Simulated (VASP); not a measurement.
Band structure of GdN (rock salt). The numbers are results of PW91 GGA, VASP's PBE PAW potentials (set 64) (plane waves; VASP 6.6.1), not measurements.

The 4f electrons are frozen in the core of the lanthanide potential, so 4f levels, which can set the real gap, and their magnetism are missing.

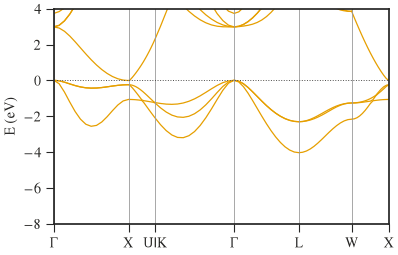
Fig. 1. Bands along high-symmetry lines, zero at the valence-band maximum or, without a gap, the Fermi level

Read the plot: is there a gap, and where are the band edges?

It has no gap at this level: it comes out as a metal or semimetal. (Edges off the drawn lines would not show.)

The compound is GdN in the rock salt structure. It was relaxed first.
